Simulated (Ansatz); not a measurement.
# SiH2 (SMILES [SiH2]): BHLYP/3-21G

What is the electronic atomisation energy of SiH2 at BHLYP/3-21G? 

The calculation is run with Ansatz 0.2.0.

61 further runs of the same task are left out: 61 set aside as unsound or not needed.

**1. The molecule**

SiH2: 3 atoms, total charge 0, spin state singlet. SMILES: `[SiH2]`. The shape is that of a PBE0-D4/def2-TZVP optimisation.

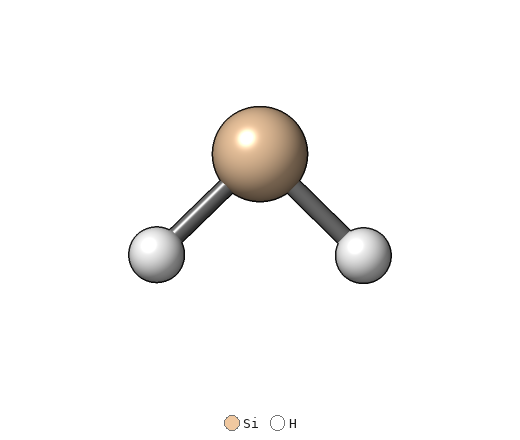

Viewed from a chosen angle; silicon light orange, hydrogen white.

**2. A single-point energy at BHLYP/3-21G**

molecule.yaml reads:

```yaml
basis:
  gaussian: {orbitals: 3-21G.json}
crystal:
  periodic: [false, false, false]
  atoms:
    - {symbol: Si, position_ang: [-0.491200, 0.468600, -0.213600]}
    - {symbol: H, position_ang: [0.840300, 0.578600, 0.522500]}
    - {symbol: H, position_ang: [-0.349100, -1.047200, -0.308900]}
hamiltonian: {xc: {name: BHLYP}}
accuracy: high
```

The basis set 3-21G is read from a file made from the Basis Set Exchange's data (not shown).

Command:

```bash
ansatz run molecule.yaml --threads 1 --pin off --max-ram 2610MiB --events-out events.jsonl --progress --plain --runs-dir runs
```

The log of the run:

```text
Warning: RAYON_NUM_THREADS=1 ignored (pool sized by the plan → 1); use --threads N
Functional definition: BHLYP
  name "BHLYP"
  parameter a = 0.5
  exchange = (1 - a)*b88_x + a*exact_x
  correlation = lyp_c
330 factors; integrals over basis functions are off by at most 2.8e-9 eV
mean field evaluation 1: about -7865.8354 eV, gradient 3.5e0 eV
mean field evaluation 2: about -7865.8913 eV, gradient 7.8e-1 eV
mean field evaluation 4: about -7865.8905 eV, gradient 2.0e-1 eV
mean field evaluation 8: about -7865.8907 eV, gradient 2.6e-4 eV
mean field -7865.89065440 eV, -289.0661498570 hartree, gradient 3.5e-8 eV, S^2 0.000000; 0 other end points of the search recorded, 0 dependent functions left out
reference -7865.89067276 eV, -289.0661505316 hartree; 8, 8 occupied and 9, 9 virtual orbitals, 330 factors
Total energy: -7865.89067276 eV, -289.0661505316 hartree
```

Run time: 0.61 s. Hardware: 1 thread of Arm Neoverse V1, shared host.

**3. The H atom, same level**

molecule.yaml reads:

```yaml
crystal:
  periodic: [false, false, false]
  atoms:
    - {symbol: H, position_ang: [0.000000, 0.000000, 0.000000]}
basis:
  gaussian:
    orbitals: 3-21G.json
accuracy: high
hamiltonian:
  xc: {name: BHLYP}
magnetization:
  spin_polarized: true
  initial_magnetization: 1
```

The basis set 3-21G is read from a file made from the Basis Set Exchange's data (not shown).

Run the same way, it converges to -0.49419 Eh (log not shown).

**4. The Si atom**

in.yaml reads:

```yaml
crystal:
  periodic: [false, false, false]
  atoms:
    - {symbol: Si, position_ang: [0.000000, 0.000000, 0.000000]}
basis:
  gaussian:
    orbitals: 3-21G.json
total_charge: 0
magnetization:
  spin_polarized: true
  initial_magnetization: 2
hamiltonian:
  xc: {name: BHLYP}
accuracy: high
```

The basis set 3-21G is read from a file made from the Basis Set Exchange's data (not shown).

Run the same way, it converges to -287.85940 Eh (log not shown).

**5. Outcome**

Level: BHLYP/3-21G.

| quantity | value |
| --- | --- |
| molecule: total energy | -289.06615 Eh |
| H atom: total energy | -0.49419 Eh |
| H atom: ⟨S²⟩ | 0.750 |
| Si atom: total energy | -287.85940 Eh |
| Si atom: ⟨S²⟩ | 2.000 |
| electronic atomisation energy | 5.942 eV |

Taking the molecule apart into free atoms costs 5.94 eV (137 kcal/mol), before zero-point energy and without spin-orbit coupling. The basis has no polarisation functions, which makes bonds too weak.
